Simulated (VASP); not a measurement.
Band structure of Y3Ge (relaxed from the D03 structure, space group Fm-3m). Calculation: PBEsol GGA, VASP's PBE PAW potentials (set 64) (plane waves; VASP 6.6.1).

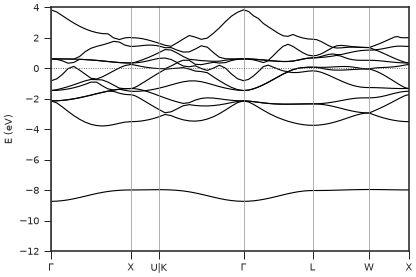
Fig. 1. Bands along high-symmetry lines, zero at the valence-band maximum or, without a gap, the Fermi level

**Question.** Read the plot: is there a gap, and where are the band edges?

**Answer.** It has no gap at this level: it comes out as a metal or semimetal. (Edges off the drawn lines would not show.)

The structure was generated: Y3Ge was put into the D03 type (Fm-3m), which need not be its known phase. It was relaxed first, which changed the volume by -30 %. The electron count is odd and the run is not spin-polarised, which forces a metal.
